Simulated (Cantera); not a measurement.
Feed: 1 mol MgO, 1.5 mol C, 0.25 mol H₂, 2.2 mol CO, at 11.0 mbar.

Equilibrium computed with Cantera from the NASA thermochemical tables; the gas is ideal and each condensed phase is pure. Candidate condensed phases: C, C₆H₆, C₇H₈, C₈H₁₈, H₂O, Mg, MgCO₃, MgO, Mg(OH)₂; 116 gas species. The tables' values for MgH are old estimates; treat these amounts as uncertain. The numbers say what is thermodynamically allowed, not how fast it happens.

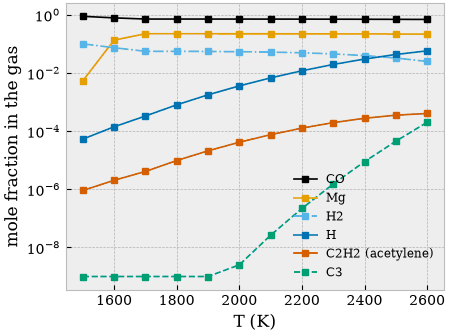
*Equilibrium gas composition (values under 1e-9 drawn at 1e-9)*

Task: Read off the mole fractions at 2600 K.

Result: CO about 0.70, Mg about 0.22, H about 0.058, H₂ about 0.025, C₂H₂ (acetylene) about 0.00041, C₃ about 0.00020.
